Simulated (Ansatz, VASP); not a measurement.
## Cross-check of MgS (Niningerite) between VASP and Ansatz

Aim: how closely do two programs agree when they are given the same cell, functional and k mesh? Of the first pair: The cell is taken from a series of VASP runs on this material, whose earlier steps may have relaxed, scaled or displaced it; both programs get it as it stands. Valence electrons are named where the data sets of a main pair hold unlike numbers.

Program: Ansatz 0.2.0. Level of theory: plane waves, with VASP 6.6.1 beside it; band structure at r2SCAN and single point at r2SCAN. Results are calculated unless marked as measured.

### Step 1. Set-up

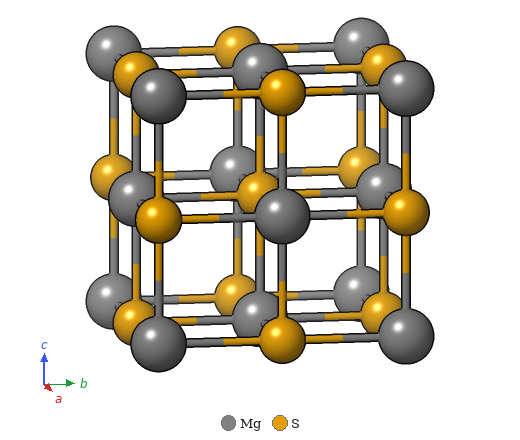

The starting structure, seen slightly off an axis (magnesium grey, sulfur orange). This picture shows the conventional cell, with its axes. Some periodic images of atoms are drawn too.

### Step 2. Ansatz: band structure, r2SCAN

Ansatz runs on its default PAW (the set named soft_2) files.

The same path points are solved in both programs, so levels can be compared one by one.

Contents of input.yaml:

```yaml
crystal:
  lattice:
    - [0.0, 2.5966906558, 2.5966906558]
    - [2.5966906558, 0.0, 2.5966906558]
    - [2.5966906558, 2.5966906558, 0.0]
  atoms:
    - { symbol: Mg, position: [0.0, 0.0, 0.0] }
    - { symbol: S, position: [0.5, 0.5, 0.5] }
hamiltonian:
  xc: r2scan
  pseudopotentials: { kind: paw }
kpoints:
  mp_grid: { grid: [6, 6, 6] }
  band_path:
    path:
      - [0.0, 0.0, 0.0]
      - [0.16667, 0.0, 0.16667]
      - [0.33333, 0.0, 0.33333]
      - [0.5, 0.0, 0.5]
      - [0.5, 0.08333, 0.58333]
      - [0.5, 0.18333, 0.68333]
      - [0.5, 0.25, 0.75]
      - [0.45, 0.3, 0.75]
      - [0.40833, 0.34167, 0.75]
      - [0.35, 0.35, 0.7]
      - [0.225, 0.225, 0.45]
      - [0.075, 0.075, 0.15]
      - [0.03333, 0.03333, 0.03333]
      - [0.23333, 0.23333, 0.23333]
      - [0.4, 0.4, 0.4]
      - [0.51667, 0.46667, 0.51667]
      - [0.55833, 0.38333, 0.55833]
      - [0.60833, 0.28333, 0.60833]
      - [0.60833, 0.25, 0.64167]
      - [0.55833, 0.25, 0.69167]
      - [0.51667, 0.25, 0.73333]
      - [0.5, 0.3, 0.7]
      - [0.5, 0.38333, 0.61667]
      - [0.5, 0.48333, 0.51667]
      - [0.475, 0.475, 0.55]
      - [0.425, 0.425, 0.65]
      - [0.38333, 0.38333, 0.73333]
      - [0.59167, 0.18333, 0.59167]
      - [0.55, 0.1, 0.55]
      - [0.5, 0.0, 0.5]
    npoints: 1
scf:
  occupations: { method: gaussian, width: 0.05 }
  n_extra_bands: 7
output:
  forces: true
  stress: true
  eigenvalues: true
```

Started as:

```console
ansatz run input.yaml --threads 2 --pin off --max-ram 4608MiB --backend cpu --events-out ev --progress --plain --runs-dir out
```

Numbers of over 12 decimals in the logs are rounded to 6 here.

What it wrote:

```text
scf.n_extra_bands = 7 over 8 filled bands (N_el = 16.0): the run solves 15 bands
Engine: ansatz 0.2.0, aarch64-unknown-linux-gnu
Pseudopotentials: kind: paw
Pseudopotential: Mg, paw, valence charge 10, recommended cutoff 500 eV (meta_gga), Mg.paw.azcp
Pseudopotential: S, paw, valence charge 6, recommended cutoff 500 eV (meta_gga), S.paw.azcp
Functional definition: r2SCAN
  parameter k0 = 0.174
  parameter k1 = 0.065
  parameter a1 = 4.9479
  exchange = r2scan_x(k0 = k0, k1 = k1, a1 = a1)
  correlation = r2scan_c
Crystal: 2 atoms, lattice volume = 35.018 Å³
Basis set: ecut = 500 eV, 893 PW (Γ), exchange–correlation on 108×108×108 points (64 copies of the dense FFT grid, shifted against one another)
Bands: 15, of which v1, the nominal top of the filled ones, is band 8 counted from 1 (7 counted from 0)
Symmetry: 48 space group operations
Space group: Fm-3m (ITA 225), of the structure as read, at distance tolerance 3.3e-5 Å
k-points: 16 of 216
Non-local potential: Mg, projectors of the file, l = 0: 3, l = 1: 2, l = 2: 1
Non-local potential: S, projectors of the file, l = 0: 2, l = 1: 2, l = 2: 2
PAW form: soft (Blöchl's): semilocal exchange-correlation on the pseudo side does not see the compensation charge
PAW frozen core: Mg, regenerated for the run's functional (the file was generated under x = pbe(κ = 0.804, μ = 0.219515), c = pbe(β = 0.066725))
PAW frozen core: S, regenerated for the run's functional (the file was generated under x = pbe(κ = 0.804, μ = 0.219515), c = pbe(β = 0.066725))
PAW one-centre angular grid: Mg, 302 points (default); XC on 224 Gauss nodes
PAW one-centre angular grid: S, 302 points (default); XC on 160 Gauss nodes
Initial density: superposition of atomic densities (neutral atoms: chi_scale 0, normalization atom), corrected by the library's trained network
Initial wavefunctions: pseudopotential atomic-orbital guess
Functional: x = r2scan, c = r2scan; τ floored in thin density (d = 2e-4 eV/Å³)
SCF iter   1: F=—  HF=-2835.526337 eV  |F-HF|=—  |Δ(HF+E_count)|=         —  Δρ=7.02e-3  dr2=6.63e-3  dr2_τ=7.61e-3  ethr=1.77e-3  ⟨swp⟩=5.5  Hψ=1415  notcnv=0  defer=7
preconditioner: auto → none  [insulator: Δε(μ)=3.407 eV  Ē_g=15.320 eV  σ=0.050 eV  W_gap=1.00  n_scr=8 (ndim 8)  ℏωp=17.7 eV  f_vac=0.000  D(μ)=0.00/eV (n_scr^D=0)  ε∞_Penn≈2.3]
SCF iter   2: F=—  HF=-2835.573532 eV  |F-HF|=—  |Δ(HF+E_count)|=   4.72e-2  Δρ=2.92e-3  dr2=2.07e-3  dr2_τ=5.11e-5  ethr=4.14e-5  ⟨swp⟩=2.0  Hψ=575  notcnv=0  defer=33
SCF iter   3: F=—  HF=-2835.573865 eV  |F-HF|=—  |Δ(HF+E_count)|=   3.32e-4  Δρ=8.10e-4  dr2=1.85e-4  dr2_τ=1.74e-5  ethr=1.30e-5  ⟨swp⟩=2.1  Hψ=284  notcnv=0  defer=33
SCF iter   4: F=—  HF=-2835.573823 eV  |F-HF|=—  |Δ(HF+E_count)|=   4.13e-5  Δρ=1.35e-4  dr2=3.53e-6  dr2_τ=5.24e-7  ethr=1.16e-6  ⟨swp⟩=2.1  Hψ=269  notcnv=0  defer=33
SCF iter   5: F=—  HF=-2835.573824 eV  |F-HF|=—  |Δ(HF+E_count)|=   7.83e-7  Δρ=1.11e-5  dr2=1.29e-8  dr2_τ=3.71e-9  ethr=2.21e-8  ⟨swp⟩=2.8  Hψ=299  notcnv=0  defer=33
SCF iter   6: F=-2835.573824 eV  HF=-2835.573824 eV  |F-HF|=6.60e-9  |Δ(HF+E_count)|=   3.04e-8  Δρ=4.59e-6  dr2=8.66e-9  dr2_τ=3.86e-10  ethr=8.07e-11  ⟨swp⟩=6.1  Hψ=1050  notcnv=0
SCF 1 converged in 6 iterations: F = -2835.573824 eV  dr2 = 8.66e-9
  greatest PAW one-centre occupation: 1.000 electrons in one spin orbital (limit 2), on the Mg atom at site 0 (counted from 0), in its partial waves of l = 0
NSCF: frozen V_eff on 30 k-points
SCF converged after 6 iterations
Free energy (F): -2835.573824 eV
Harris-Foulkes:  -2835.573824 eV  (|F-HF|=6.60e-9)
Internal energy: -2835.573824 eV  (E = F + TS)
E sigma→0 (E₀):  -2835.573824 eV
Fermi energy:    7.963427 eV
--- Per-component energies (eV) ---
  E_band       = -348.354209
  E_kinetic    = 185.064847
  E_local      = -1664.327523  (includes V_loc(G=0)·N_el)
  E_nonlocal   = 123.587865
  E_hartree    = 592.993381
  E_xc         = -120.796242
  E_vxc        = -136.348351  (∫ρ·V_xc dr)
  E_paw        = -906.226748  (= ΣΔE_a)
  E_vpaw       = -49.300661  (= ΣTr[D̂ρ^β])
  E_aug_tail   = -0.000001  (compensation charges beyond the density's cutoff)
  E_vtau       = 6.984234  (kinetic-family band-sum trace: ∫τ·v_τ [+ j·A + Jᵃ·Aᵃ] dr)
  E_ewald      = -1045.733429
  E_core_change = -0.135975  (= ΣΔE_core)
  E_smearing   = -0.000000  (= −TS)
  E_closure    = -0.000000  (closes the sum)
  Σ components = -2835.573824   (vs F -2835.573824, Δ=0.00e0)
--- Forces (eV/Å), atoms counted from 1 ---
  atom   1  Mg    -0.00000000     0.00000000     0.00000000
  atom   2  S      0.00000000     0.00000000     0.00000000
  max |Σ_I F_I| component: 1.08e-30 eV/Å
--- Stress (GPa, compression-positive) ---
        0.474974       0.000000       0.000000
        0.000000       0.474974       0.000000
        0.000000      -0.000000       0.474974
  P = ⅓ Tr σ = 0.4750 GPa (4.750 kbar)
--- Band table (eV; the first three rows and the last of 16) ---
  k-point 0: bands = [... 4 lower, -6.9923, 6.2269, 6.2269, 6.2269, 10.9149, 14.7041, 14.7041, 14.7041, ... 3 higher]
  k-point 1: bands = [... 4 lower, -6.7172, 4.6258, 6.0474, 6.0474, 11.9204, 14.5400, 14.9987, 14.9987, ... 3 higher]
  k-point 2: bands = [... 4 lower, -6.0557, 2.3472, 5.7352, 5.7352, 11.7177, 14.1563, 14.1563, 16.6153, ... 3 higher]
  k-point 15: bands = [... 4 lower, -5.2190, 2.3866, 3.5854, 4.0031, 11.3178, 13.0041, 16.1604, 16.8187, ... 3 higher]
```

Wall time 2.6 s (2 threads of Arm Neoverse N1, shared host); peak memory 0.34 GiB; 4.7 s of CPU time.

### Step 3. VASP: band structure, r2SCAN

The same cell, functional, mesh and smearing now go to VASP, with its own data sets.

Lines of VASP's logs that name or quote its potential files are left out, and so is its time.

Contents of INCAR:

```
SYSTEM = MgS
PREC = Accurate
ENCUT = 400
EDIFF = 1E-06
NELM = 100
ISMEAR = 0
SIGMA = 0.05
LREAL = .FALSE.
ALGO = Normal
METAGGA = R2SCAN
LASPH = .TRUE.
NBANDS = 16
LORBIT = 11
LWAVE = .FALSE.
LCHARG = .FALSE.
KPAR = 2
```

Contents of POSCAR:

```
MgS
1.0
    0.0000000000      2.5966906558      2.5966906558
    2.5966906558      0.0000000000      2.5966906558
    2.5966906558      2.5966906558      0.0000000000
Mg S
1 1
Direct
    0.0000000000      0.0000000000      0.0000000000
    0.5000000000      0.5000000000      0.5000000000
```

Contents of KPOINTS:

```
Automatic mesh
0
Gamma
6 6 6
0 0 0
```

Contents of KPOINTS_OPT:

```
Line mode
16
Line-mode
Reciprocal
  0.00000000   0.00000000   0.00000000 GAMMA
  0.50000000   0.00000000   0.50000000 X

  0.50000000   0.00000000   0.50000000 X
  0.50000000   0.25000000   0.75000000 W

  0.50000000   0.25000000   0.75000000 W
  0.37500000   0.37500000   0.75000000 K

  0.37500000   0.37500000   0.75000000 K
  0.00000000   0.00000000   0.00000000 GAMMA

  0.00000000   0.00000000   0.00000000 GAMMA
  0.50000000   0.50000000   0.50000000 L

  0.50000000   0.50000000   0.50000000 L
  0.62500000   0.25000000   0.62500000 U

  0.62500000   0.25000000   0.62500000 U
  0.50000000   0.25000000   0.75000000 W

  0.50000000   0.25000000   0.75000000 W
  0.50000000   0.50000000   0.50000000 L

  0.50000000   0.50000000   0.50000000 L
  0.37500000   0.37500000   0.75000000 K

  0.62500000   0.25000000   0.62500000 U
  0.50000000   0.00000000   0.50000000 X
```

The projector-augmented-wave data sets are Mg and S (PBE family, release 64).

Started as:

```console
mpirun -np 2 vasp_std
```

What it wrote:

```text
[banner, memory and clock lines left out]
running    2 mpi-ranks, on    1 nodes
 distrk:  each k-point on    1 cores,    2 groups
 distr:  one band on    1 cores,    1 groups

 POSCAR found type information on POSCAR MgS
 POSCAR found :  2 types and       2 ions
|                                                                             |
|               ----> ADVICE to this user running VASP <----                  |
|                                                                             |
|     You enforced a specific xc type in the INCAR file but a different       |
|     [... a line on the potential file left out ...]
|     I HOPE YOU KNOW WHAT YOU ARE DOING!                                     |
|                                                                             |

 LDA part: xc-table for (None), standard interpolation
 POSCAR, INCAR and KPOINTS ok, starting setup
 FFT: planning ... GRIDC
 FFT: planning ... GRID_SOFT
 FFT: planning ... GRID
 WAVECAR not read
 entering main loop
       N       E                     dE             d eps       ncg     rms          rms(c)
DAV:   1     0.717296500774E+01    0.71730E+01   -0.30556E+03   560   0.337E+02
DAV:   2    -0.162659797865E+02   -0.23439E+02   -0.22352E+02   704   0.774E+01
DAV:   3    -0.170923856203E+02   -0.82641E+00   -0.82571E+00   616   0.135E+01
DAV:   4    -0.170960961948E+02   -0.37106E-02   -0.37105E-02   672   0.106E+00
DAV:   5    -0.170961285995E+02   -0.32405E-04   -0.32404E-04   608   0.945E-02    0.463E+00
DAV:   6    -0.155173792766E+02    0.15787E+01   -0.73221E-01   608   0.366E+00    0.464E+00
DAV:   7    -0.155047095216E+02    0.12670E-01   -0.17318E-01   672   0.163E+00    0.255E+00
DAV:   8    -0.155077223784E+02   -0.30129E-02   -0.55189E-03   616   0.399E-01    0.333E-01
DAV:   9    -0.155077957055E+02   -0.73327E-04   -0.36176E-04   656   0.961E-02    0.168E-01
DAV:  10    -0.155078243664E+02   -0.28661E-04   -0.28103E-05   640   0.279E-02    0.897E-02
DAV:  11    -0.155078337647E+02   -0.93983E-05   -0.10816E-05   656   0.120E-02    0.443E-03
DAV:  12    -0.155078329339E+02    0.83077E-06   -0.38809E-07   392   0.317E-03
   1 F= -.15507833E+02 E0= -.15507833E+02  d E =-.724602E-14
 Start KPOINTS_OPT (optional k-point list driver)
k-point batch [1-16\160]
       N       E                     dE             ncg
DAV:   1     0.321152359256E+03   -0.20335E+04      544
DAV:   2    -0.624512077675E+02   -0.38360E+03      640
DAV:   3    -0.778730846601E+02   -0.15422E+02      656
DAV:   4    -0.779407939570E+02   -0.67709E-01      656
DAV:   5    -0.779413401108E+02   -0.54615E-03      648
DAV:   6    -0.779413459100E+02   -0.57992E-05      648
DAV:   7    -0.779413459749E+02   -0.64829E-07      520
[...]
k-point batch [145-160\160]
       N       E                     dE             ncg
DAV:   1     0.197853575250E+03   -0.42409E+04      552
DAV:   2    -0.161903218838E+03   -0.35976E+03      704
DAV:   3    -0.172752630001E+03   -0.10849E+02      640
DAV:   4    -0.172809572260E+03   -0.56942E-01      656
DAV:   5    -0.172810173498E+03   -0.60124E-03      680
DAV:   6    -0.172810181125E+03   -0.76274E-05      648
DAV:   7    -0.172810181219E+03   -0.94342E-07      552
```

Parts of OUTCAR (step 3):

```text
ion  position               nearest neighbor table
   1  0.000  0.000  0.000-   2 2.60   2 2.60   2 2.60   2 2.60   2 2.60   2 2.60
   2  0.500  0.500  0.500-   1 2.60   1 2.60   1 2.60   1 2.60   1 2.60   1 2.60

  LATTYP: Found a face centered cubic cell.
 ALAT       =     5.1933813116

 Subroutine GETGRP returns: Found 48 space group operations
 (whereof 48 operations were pure point group operations)

The static configuration has the point symmetry O_h .

 Found     16 irreducible k-points:

   k-points           NKPTS =     16   k-points in BZ     NKDIM =     16   number of bands    NBANDS=     16

   dimension x,y,z NGX =    24 NGY =   24 NGZ =   24
   dimension x,y,z NGXF=    48 NGYF=   48 NGZF=   48

   ENCUT  =  400.0 eV  29.40 Ry    5.42 a.u.   5.99  5.99  5.99*2*pi/ulx,y,z

   NELECT =       8.0000    total number of electrons

 k-points in reciprocal lattice and weights: Automatic mesh
   0.00000000  0.00000000  0.00000000       0.005
   0.16666667  0.00000000  0.00000000       0.037
   0.33333333  0.00000000  0.00000000       0.037
   0.50000000  0.00000000  0.00000000       0.019
   0.16666667  0.16666667  0.00000000       0.028
   0.33333333  0.16666667  0.00000000       0.111
   0.50000000  0.16666667  0.00000000       0.111
  -0.33333333  0.16666667  0.00000000       0.111
  -0.16666667  0.16666667  0.00000000       0.056
[...]
-0.33333333  0.33333333  0.16666667       0.111
  -0.33333333  0.50000000  0.16666667       0.056

 average (electrostatic) potential at core
       1 -40.2195       2 -88.9815

 E-fermi :   3.7944

 k-point     1 :       0.0000    0.0000    0.0000
  band No.  band energies     occupation
      1      -9.6702      2.00000
      2       3.5458      2.00000
      3       3.5458      2.00000
      4       3.5458      2.00000
      5       8.2094      0.00000
      6      12.0715      0.00000
      7      12.0715      0.00000
      8      12.0715      0.00000
      9      14.4926      0.00000
    ...

 k-point     2 :       0.1667    0.0000    0.0000
  band No.  band energies     occupation
      1      -9.3970      2.00000
      2       1.9423      2.00000
      3       3.3672      2.00000
      4       3.3672      2.00000
      5       9.2237      0.00000
      6      11.8855      0.00000
      7      12.3617      0.00000
      8      12.3618      0.00000
      9      13.8527      0.00000
    ...

 k-point     3 :       0.3333    0.0000    0.0000
  band No.  band energies     occupation
      1      -8.7399      2.00000
      2      -0.3364      2.00000
      3       3.0565      2.00000
      4       3.0565      2.00000
      5       9.0381      0.00000
      6      11.4936      0.00000
      7      11.4936      0.00000
      8      13.9225      0.00000
      9      15.8017      0.00000
    ...

  Total        0.0026615      0.0026615      0.0026615      0.0000000      0.0000000      0.0000000
  in kB        0.1217707      0.1217707      0.1217707      0.0000000      0.0000000      0.0000000
  external PRESSURE =       0.1217707 kB  Pullay stress =       0.0000000 kB

  energy-cutoff  :      400.00
  volume of cell :       35.02
      direct lattice vectors                 reciprocal lattice vectors
     0.000000000  2.596690656  2.596690656    -0.192552778  0.192552778  0.192552778
     2.596690656  0.000000000  2.596690656     0.192552778 -0.192552778  0.192552778
     2.596690656  2.596690656  0.000000000     0.192552778  0.192552778 -0.192552778

 POSITION                                       TOTAL-FORCE (eV/Angst)
 -----------------------------------------------------------------------------------
      0.00000      0.00000      0.00000         0.000000      0.000000      0.000000
      2.59669      2.59669      2.59669        -0.000000     -0.000000     -0.000000
 -----------------------------------------------------------------------------------
    total drift:                               -0.000000     -0.000000      0.000000

  FREE ENERGIE OF THE ION-ELECTRON SYSTEM (eV)
  ---------------------------------------------------
  free  energy   TOTEN  =       -15.5078329339 eV

  energy  without entropy=      -15.5078329339  energy(sigma->0) =      -15.50783293

 total charge
# of ion       s       p       d       tot
------------------------------------------
    1        0.125   0.124   0.038   0.287
    2        1.301   2.543   0.000   3.844
--------------------------------------------------
tot          1.426   2.668   0.038   4.131

[... 3 further parts left out ...]
```

The PAW data sets were made with PBE, which is usual practice but a small mismatch for other functionals.

### Step 4. Differences

Known differences besides the potentials themselves: VASP keeps PBE cores, Ansatz makes them for the functional; the data sets hold 16 valence electrons in Ansatz (on its default PAW (the set named soft_2) files) and 8 in VASP; the cutoff is 500 eV in Ansatz and 400 eV in VASP. Total energies have different zeros and are not compared.

The two programs side by side:

| quantity | Ansatz | VASP | difference |
| --- | --- | --- | --- |
| pressure (GPa) | 0.47 | 0.01 | +0.46 |
| gap over the path points (eV) | 3.473 | 3.445 | +0.029 |

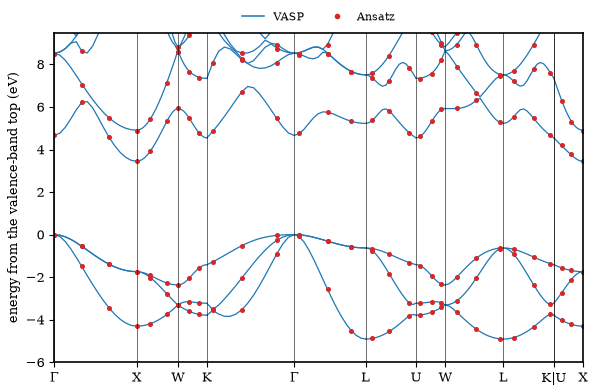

Bands from VASP (lines) and levels from Ansatz (dots). Dots without a line are higher empty bands that the VASP plot leaves out.

Levels at points of the path, from each program's valence-band top (eV; 3 filled, then empty):

| k (reciprocal lattice) | Ansatz | VASP |
| --- | --- | --- |
| 0.000 0.000 0.000 | 0.00 0.00 0.00 4.69 8.48 8.48 | 0.00 0.00 0.00 4.66 8.53 8.53 |
| 0.167 0.000 0.167 | -1.50 -0.55 -0.55 6.22 7.05 8.61 | -1.50 -0.55 -0.55 6.21 7.08 8.62 |
| 0.333 0.000 0.333 | -3.45 -1.39 -1.39 4.59 5.46 10.78 | -3.45 -1.39 -1.39 4.57 5.48 10.77 |
| 0.500 0.000 0.500 | -4.30 -1.74 -1.74 3.47 4.89 13.21 | -4.30 -1.74 -1.74 3.44 4.91 13.20 |
| 0.500 0.083 0.583 | -4.18 -2.02 -1.92 3.95 5.42 11.87 | -4.19 -2.02 -1.92 3.93 5.44 11.93 |
| 0.500 0.183 0.683 | -3.75 -2.78 -2.27 5.34 7.12 9.59 | -3.75 -2.78 -2.27 5.32 7.14 9.61 |
| 0.500 0.250 0.750 | -3.30 -3.30 -2.36 5.94 8.60 8.60 | -3.31 -3.31 -2.37 5.92 8.64 8.64 |
| 0.450 0.300 0.750 | -3.61 -3.15 -2.03 5.47 7.64 9.37 | -3.61 -3.16 -2.03 5.45 7.67 9.38 |
| 0.408 0.342 0.750 | -3.75 -3.20 -1.57 4.79 7.37 10.11 | -3.75 -3.21 -1.57 4.77 7.39 10.13 |
| 0.350 0.350 0.700 | -3.56 -3.52 -1.28 4.87 8.06 9.90 | -3.57 -3.52 -1.28 4.85 8.08 9.93 |

Among the levels compared at these points, filled levels agree within 5 meV and empty ones within 83 meV.

### Step 5. Further runs

Further runs change the set-up of one program: Ansatz's method, potentials or start, or VASP's data sets, cutoff or form of LDA. The table gives Ansatz less VASP for each quantity, since a change that brings one quantity closer may part another.

| run | pressure (GPa) | gap over the path points (eV) |
| --- | --- | --- |
| as above | 0.46 | 0.029 |
| Ansatz's all-electron LAPW method | 0.43 | 0.030 |

(Part 1 of 2 ends here.)

[Lines on the potential files, build, host, timing and source positions are cut from VASP's logs without a mark.]

[Logs are printed without paths, hosts, clocks, repeated set-up lines and the standing remarks that a program may print on its own settings, such as how far it seeks lower states.]

[Hosts, paths, dates, database ids (printed as entryN), source tags and the programs' standing remarks are cut or masked in the printed files.]
